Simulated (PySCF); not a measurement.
# Cl₃In, SMILES `Cl[In](Cl)Cl`: electronic structure

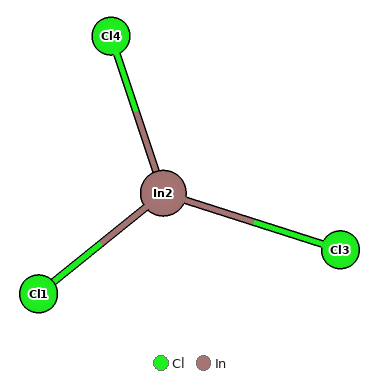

The molecule, with its atoms numbered as below. No frequency check shows the geometry to be a minimum.

Coordinates in Å:

```
Cl1      1.7144   -1.5280    0.0000
In2     -0.0003    0.0000    0.0000
Cl3      0.4666    2.2484    0.0000
Cl4     -2.1800   -0.7204    0.0000
```

### 1. Bonding charge

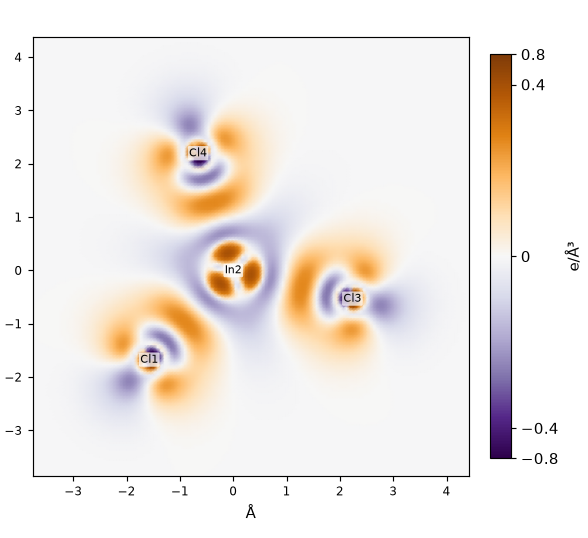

Deformation density (molecule less spherical, spin-averaged free atoms) in the molecular plane; colour scale in e/Å³, logarithmic beyond ±0.1; orange: gain, purple: loss.

Method: PBE0/def2-TZVP; geometry: GFN2-xTB; program: PySCF. Core potentials replace the inner electrons of In; spin–orbit coupling isn't included.

Q: How much density has each bond in this plane gained at its critical point, relative to the free atoms?

A: In2–Cl4, In2–Cl3 and Cl1–In2: +0.06 e/Å³ at the bond critical point (bond length 2.30 Å, Mayer order 1.0). In all, 1.0 electrons gather in the regions of gain relative to the promolecule. A small or negative value marks a very polar bond, one between electron-rich atoms, whose free-atom densities already overlap strongly, a long bond to a heavier atom, or a closed-shell contact such as a hydrogen bond.

### 2. Bond critical points

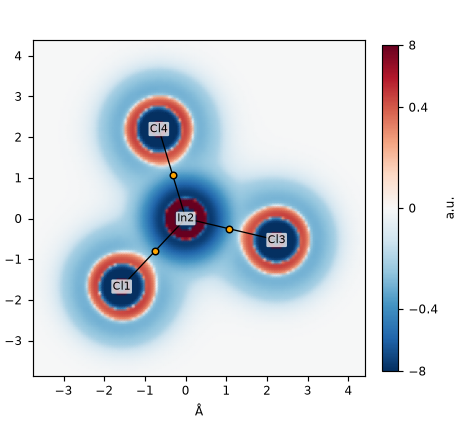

Negative Laplacian of the density (−∇²ρ) in the molecular plane (red positive, blue negative, colour scale in a.u., logarithmic beyond ±0.04), with bond paths and bond critical points (dots).

Q: Sort the bonds in the plane by the sign of ∇²ρ at their critical points.

A: At none is it concentrated. Depleted (∇²ρ > 0): In2–Cl4, In2–Cl3 and Cl1–In2 (+0.23 a.u., H = −0.030).

### 3. Electrostatic potential

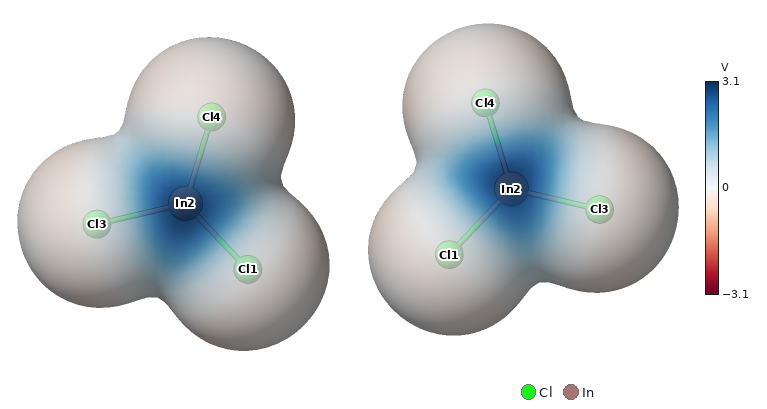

Electrostatic potential on the surface of electron density 0.001 a.u. (back view left, front view right).

Q: Where are the extremes of the potential on the surface?

A: Highest: 3.06 V, off the molecular plane, over In2 (2.0 Å), and at like points elsewhere. Further maxima include 0.05 V, 2.0 Å from Cl3, and at like points elsewhere. Lowest: −0.29 V, 2.1 Å from Cl3, and at like points elsewhere. The surface is sampled at points, so like sites can differ by a few per cent and only the strongest of them is named.

### 4. Excited states

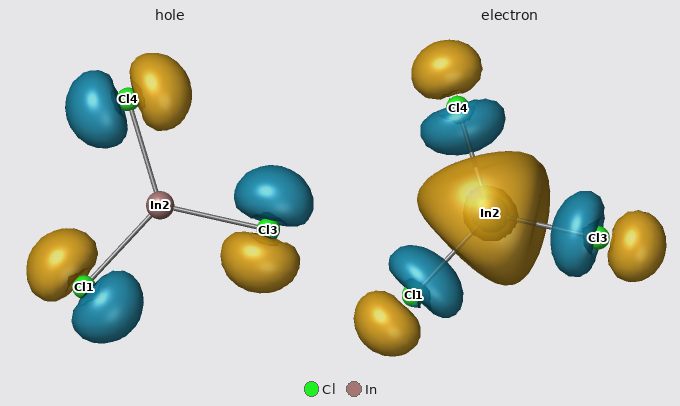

Leading natural transition orbital pair of S₁ (TDA singlet states); the surfaces enclose about 70 % of each orbital's density.

Method: M06-2X/def2-SVPD; geometry: GFN2-xTB; program: PySCF. Core potentials replace the inner electrons of In; spin–orbit coupling isn't included.

Q: What kind of excitation is it, and where does it lie?

A: 5.56 eV (223 nm), f = 0.000 (dark), n → σ*; the leading pair carries 97 %; hole on Cl1, Cl3 and Cl4 (32 % each), electron on In2 (50 %) and Cl1, Cl3 and Cl4 (17 % each); their centroids lie 0.0 Å apart. In canonical orbitals it is mainly HOMO → LUMO (96 %). The HOMO–LUMO gap is 8.68 eV.

### 5. In an electric field

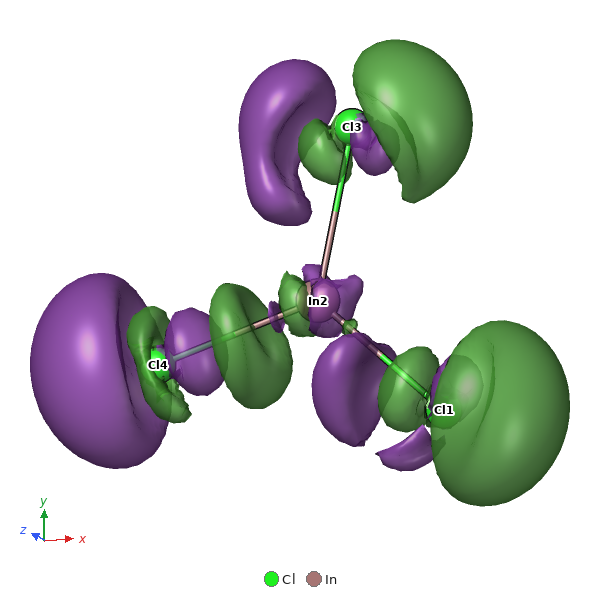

Change of the electron density in a uniform field of 0.10 V/Å, surfaces at ±0.0008 e/Å³ (purple: gain, green: loss).

Level of theory: PBE/def2-SVPD (PySCF), at a geometry from GFN2-xTB. Core potentials replace the inner electrons of In; spin–orbit coupling isn't included.

Q: Along which Cartesian direction does the field point?

A: Along +x: electrons gather on the −x side, against the field.

Q: How large is the response?

A: The induced dipole is 0.47 D (along the field); α along this axis, from the fields in both directions, is 92 bohr³ (13.6 Å³).

Q: Which atoms gain and lose the most charge?

A: Electrons gather most on Cl4 (Hirshfeld charge changes by −0.014 e) and leave Cl1 most (+0.011 e); 0.032 electrons are displaced in all.

### 6. Removing or adding an electron

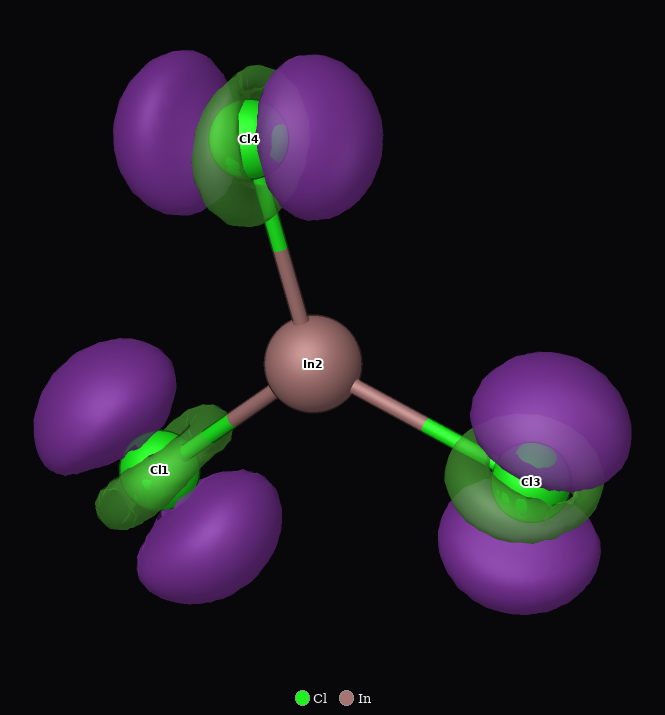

Fukui function f⁻ = ρ(N) − ρ(N−1) at fixed geometry, surfaces at ±0.03 e/Å³ (purple positive, green negative).

Method: TPSS/def2-SVPD; geometry: GFN2-xTB; program: PySCF. Core potentials replace the inner electrons of In; spin–orbit coupling isn't included.

Q: Which atoms respond most to the removal of an electron?

A: f⁻ (Hirshfeld-condensed) is largest on Cl1, Cl3 and Cl4 (0.29 each); the vertical ionisation energy is 11.01 eV. Condensed values hint at sites of electrophilic attack but needn't mark the atom that reacts. Orbital relaxation makes it negative in places (0.11 e in all).

```json
{"atom": "Cl1", "f⁻": "+0.29", "charge": "−0.20"}
{"atom": "In2", "f⁻": "+0.13", "charge": "+0.60"}
{"atom": "Cl3", "f⁻": "+0.29", "charge": "−0.20"}
{"atom": "Cl4", "f⁻": "+0.29", "charge": "−0.20"}
```

The PySCF runs shown took 8 s, 94 s, 16 s and 2.5 min on 1 thread of Intel(R) Xeon(R) 6975P-C (Granite Rapids), on a shared host.
